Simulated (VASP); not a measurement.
Band structure of WSe2 (2H layered). These are revPBE GGA, VASP's PBE PAW potentials (set 64) (plane waves; VASP) values and carry that method's errors.

Without a dispersion term in the relaxation, distances and binding between the weakly bound layers, chains or molecules are unreliable, and so is what depends on them. Unless said otherwise, spin-orbit coupling is left out, though it shifts the bands of the heavy elements here.

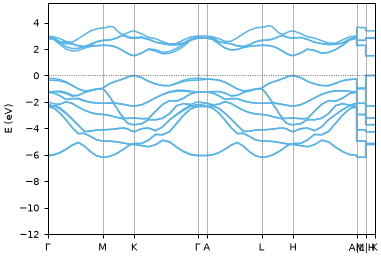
Figure. Bands along high-symmetry lines, zero at the valence-band maximum or, without a gap, the Fermi level

Read the plot: is there a gap, and where are the band edges?

The gap is direct, 1.49 eV, from the valence maximum at K to the conduction minimum at K. (Edges off the drawn lines would not show.)

The compound is WSe2 in the 2H layered structure. It was relaxed first, which changed the volume by +41 %.
